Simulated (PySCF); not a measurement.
# Gd(OH)3: other functionals and bases at one geometry

How far do other levels of theory move the description of Gd(OH)3, and what does each cost? The species was built from a template and needn't be a known compound.

The runs use PySCF 2.14.0; several levels, as the steps say, no spin–orbit coupling.

1 further run of the same task is left out (for a known fault of the program).

## 1. Starting geometry

7 atoms, charge 0, spin multiplicity 1.

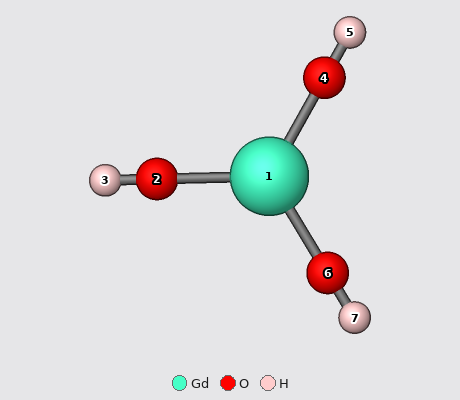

The structure; gadolinium teal, oxygen red, hydrogen pink; atoms are numbered from 1 in the order of the file.

As a file:

```
Gd    0.00000    0.00000    0.05203
O     2.06980    0.00000    0.12889
H     3.02354    0.00000    0.19194
O    -1.03490    1.79250    0.12889
H    -1.51177    2.61846    0.19194
O    -1.03490   -1.79250    0.12889
H    -1.51177   -2.61846    0.19194
```

Formal oxidation states: Gd +3. Each metal's 7 4f electrons lie in its core potential, so multiplicities, spins and levels count the valence alone. An earlier session relaxed this geometry at PBE0, Gd lcecp-1-SVP with ECP53, O def2-SVP, H def2-SVP (singlet, point group C3v).

At PBE0 on the finer grid: E = -263.136640 Eh, HOMO -7.59 eV, LUMO -1.30 eV, Mulliken charge on Gd1 +1.10 e, largest force component 0.005 eV/Å. 

Levels to run: TPSS; PBE; PBE0, TZVP. Hardware: 2 threads of Arm Neoverse V2, shared host.

## 2. TPSS

Contents of run.py (the lines that set the calculation):

```python
mol = gto.M(atom='''
Gd     0.00000     0.00000     0.05203
O      2.06980     0.00000     0.12889
H      3.02354     0.00000     0.19194
O     -1.03490     1.79250     0.12889
H     -1.51177     2.61846     0.19194
O     -1.03490    -1.79250     0.12889
H     -1.51177    -2.61846     0.19194''',
    basis={'Gd': 'lcecp-1-SVP', 'O': 'def2-SVP', 'H': 'def2-SVP'},
    ecp={'Gd': 'lcecp-1-SVP'},
    charge=0, spin=0)
mf = dft.RKS(mol, xc='TPSS')
mf.grids.atom_grid = (75, 302)  # f atoms: unpruned, at least (60, 302)
mf = mf.density_fit()  # fitting sets: Gd AutoAux, O def2-universal-JKFIT, H def2-universal-JKFIT
mf.conv_tol = 1e-08; mf.max_cycle = 55
mf.kernel(dm0)  # dm0: the density of the relaxed state
```

Started as:

```sh
$ OMP_NUM_THREADS=2 python run.py
```

## 3. PBE

Edit run.py (the lines that set the calculation) of step 2 so:

```diff
@@ -11,3 +11,3 @@
     charge=0, spin=0)
-mf = dft.RKS(mol, xc='TPSS')
+mf = dft.RKS(mol, xc='PBE')
 mf.grids.atom_grid = (75, 302)  # f atoms: unpruned, at least (60, 302)
```

## 4. PBE0, TZVP

Basis: Gd lcecp-1-TZVP with ECP53, O def2-TZVP, H def2-TZVP. 

Contents of run.py (the lines that set the calculation):

```python
mol = gto.M(atom='''
Gd     0.00000     0.00000     0.05203
O      2.06980     0.00000     0.12889
H      3.02354     0.00000     0.19194
O     -1.03490     1.79250     0.12889
H     -1.51177     2.61846     0.19194
O     -1.03490    -1.79250     0.12889
H     -1.51177    -2.61846     0.19194''',
    basis={'Gd': 'lcecp-1-TZVP', 'O': 'def2-TZVP', 'H': 'def2-TZVP'},
    ecp={'Gd': 'lcecp-1-TZVP'},
    charge=0, spin=0)
mf = dft.RKS(mol, xc='PBE0')
mf.grids.atom_grid = (75, 302)  # f atoms: unpruned, at least (60, 302)
mf = mf.density_fit()  # fitting sets: Gd AutoAux, O def2-universal-JKFIT, H def2-universal-JKFIT
mf.conv_tol = 1e-08; mf.max_cycle = 55
mf.kernel(dm0)  # dm0: free metal ions and neutral atoms
```

**Question.** What will these runs give? Wanted: for each run, HOMO; gap; charge on Gd1; dipole; largest force.

The runs gave:

| level | state | HOMO (eV) | gap (eV) | charge on Gd1 (e) | dipole (D) | largest force (eV/Å) | basis functions | time |
| --- | --- | --- | --- | --- | --- | --- | --- | --- |
| PBE0 (relaxed here) | singlet | -7.59 | 6.30 | 1.10 | 0.27 | 0.01 | 90 | 10 s |
| TPSS | singlet | -5.99 | 4.24 | 0.98 | 0.26 | 0.53 | 90 | 5.8 s |
| PBE | singlet | -5.91 | 3.90 | 0.87 | 0.24 | 0.58 | 90 | 3.9 s |
| PBE0, TZVP | singlet | -7.86 | 6.50 | 1.64 | 0.31 | 0.27 | 158 | 10 s |

Times are on 2 threads of Arm Neoverse V2, shared host; the first row also made further properties.

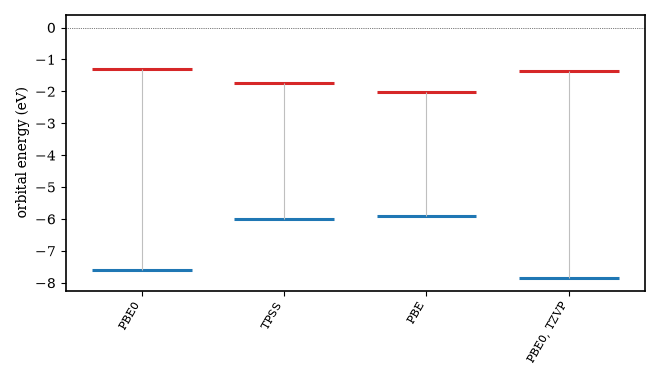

Highest filled and lowest empty level, method by method.

In one basis the HOMO–LUMO gap runs from 3.90 eV (PBE) to 6.30 eV (PBE0). The largest leftover force, 0.58 eV/Å with PBE, stands at a geometry relaxed at another level. The Mulliken charge on Gd spans +0.87 to +1.64 e over the levels. With 4f in the core, its levels are missing from HOMO and gap. Total energies of different levels can't be compared. Spin–orbit coupling is left out throughout.
